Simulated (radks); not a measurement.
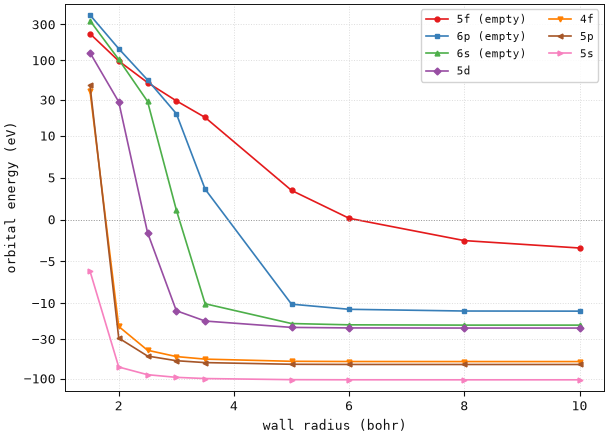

The rhenium ion Re²⁺; electrons: [Xe] 4f14 5d5. It is put inside a hard spherical wall of varying radius. Theory: scalar-relativistic Kohn-Sham, r2SCAN, spin-unpolarised, spherical densities, finite nucleus (computed with the in-house radial solver radks). The plot shows the outer orbital energies, on a scale that is linear within ±10 eV and logarithmic beyond.

### Describe the level shifts under confinement.

The levels rise as the wall closes in: 5d goes from −21.3 eV at 10 bohr to 127.0 eV at 1.5 bohr and passes zero between 2.5 and 2 bohr. On compression 5f drops below 6p between 3 and 2.5 bohr, 5f drops below 6s between 2.5 and 2 bohr and 4f drops below 5p between 2 and 1.5 bohr; in each crossing pair the level of higher l rises less. The fastest to rise is 6p (by 414.9 eV), the slowest 5s (by 97.6 eV): the wall presses hardest on the most extended orbitals.
